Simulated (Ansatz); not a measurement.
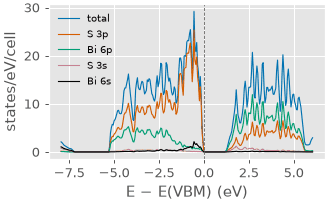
Figure. Total and projected density of states of Bi₂S₃ in space group Pnma (No. 62; Pearson symbol oP20), the program Ansatz at the LDA level (PAW)

Problem. Which orbitals carry the states next to the gap?

Solution. Top 1 eV of the valence band: S 3p 88 %, Bi 6s 6 %. Bottom 1 eV of the conduction band: Bi 6p 61 %, S 3p 23 %, S 3s 10 %, outside the projected shells 5 %. Projections are on Löwdin-orthogonalised atomic valence shells; empty p or d shells of many metals are not among them.

Problem. Where is the tallest occupied peak in this window, and what makes it?

Solution. Near -0.6 eV, about 29 states/eV per cell; the largest projected share is S 3p.

The cell was relaxed with LDA under the symmetry of its start. A crystal of weakly bound layers computed without a dispersion correction: the cell and the soft elastic constants depend strongly on that. Scalar-relativistic: spin–orbit coupling is off unless named, which matters more the heavier the elements.

Potentials: the later of the program's two PAW sets.
